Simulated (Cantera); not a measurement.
Input: 1 mol C2H6, 1.6 mol H2, 19 mol N2, held at 13.0 Pa.

These are equilibrium values from Cantera (NASA tables, ideal gas, pure condensed phases), not measurements of a reactor. Candidate condensed phases: C, C6H6, C7H8, C8H18; 110 gas species. Ions and electrons are included (thermal ionisation). Kinetics and transport are ignored.

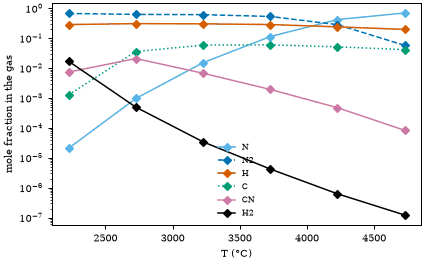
Figure: Equilibrium gas composition (values under 1e-9 drawn at 1e-9)

At 2227 °C the condensed part is C(graphite). From 2727 °C to 4727 °C nothing is condensed. The main C-bearing gas is C3 at 2227 °C and C at 4727 °C.
